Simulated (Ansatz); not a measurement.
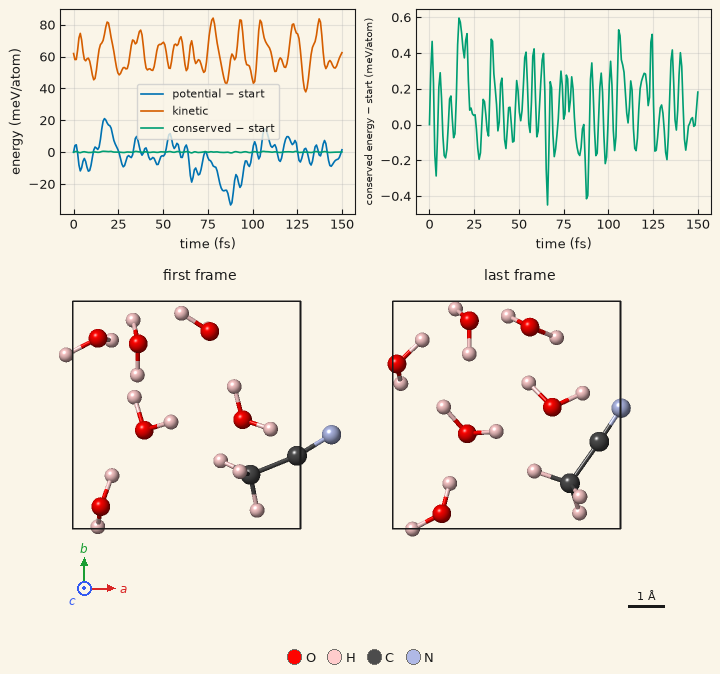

Molecular dynamics of a periodic cell with 6 H2O + 1 CH3CN at 0.928 g/cm³, 150 fs long. It starts from the last geometry of an earlier run, with fresh velocities. Style: ball-and-stick. Shown: the simulation cell, along the c axis.

Level of theory: DFT PBEsol, scalar-relativistic, plane waves, PAW (Ansatz). Settings: plane-wave cutoff 420 eV; k-point mesh 1 × 1 × 1; Fermi-Dirac smearing 0.02 eV; Nosé-Hoover thermostat (NVT); set temperature 500 K; time step 0.75 fs; thermostat time 3.0 fs.

Q: Check the integration.

A: The conserved quantity stays between −0.45 and 0.6 meV per atom of its start. A straight-line fit has a slope that amounts to −0.041 meV per atom over 150 fs (under 0.1 % of the mean kinetic energy), and the ripple about it is 2.0 % of the kinetic energy's fluctuation. With a drift under 2 % and a ripple under 7 %, the integration is accurate. The thermostat's time constant is so short that it disturbs the motion. Over the second half the temperature averages 501 K (spread ±95 K). The potential energy in the second half lies on average 4.4 meV per atom below the first frame.

Limits of the set-up: the periodic images lie only 6.4 Å apart, so the values are limited by the cell's size.
